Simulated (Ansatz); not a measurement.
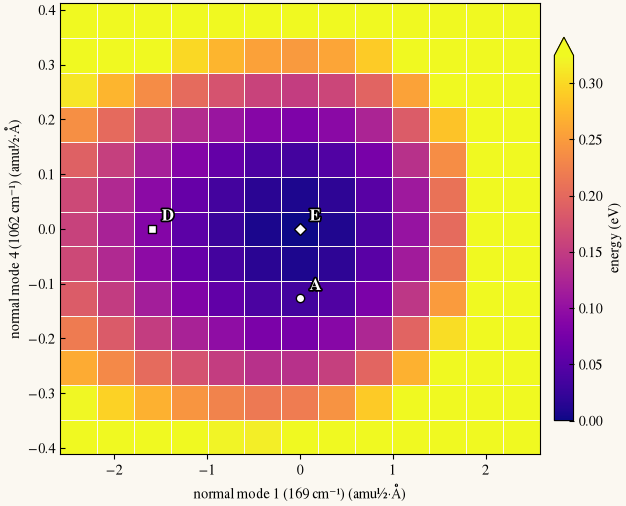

CHBrCl, SMILES Cl[CH-]Br, charge −1. 
- First axis: normal mode 1 (169 cm⁻¹). Second axis: normal mode 4 (1062 cm⁻¹).
- Nothing is relaxed (straight displacements along the two mass-weighted modes).
- Grid: 13 × 13 points.
- Points are written as (first, second).
- All energies are given in eV relative to the lowest grid point.
- All numbers below come from Ansatz 0.2.0, RHF/def2-SVPD.

Drawn: one coloured cell a grid point, one colour for all values above the top of the scale, lettered points.

**Is E the lowest point of the computed grid?**

Yes. E, at (0.00 amu½·Å, 0.000 amu½·Å), has the lowest energy of the grid.

**What kind of point is each of A, D, E: minimum, saddle, maximum or slope?**

A: on a slope; D: on a slope; E: minimum. (In these two coordinates alone; a stationary point may lie a little off the grid point.)
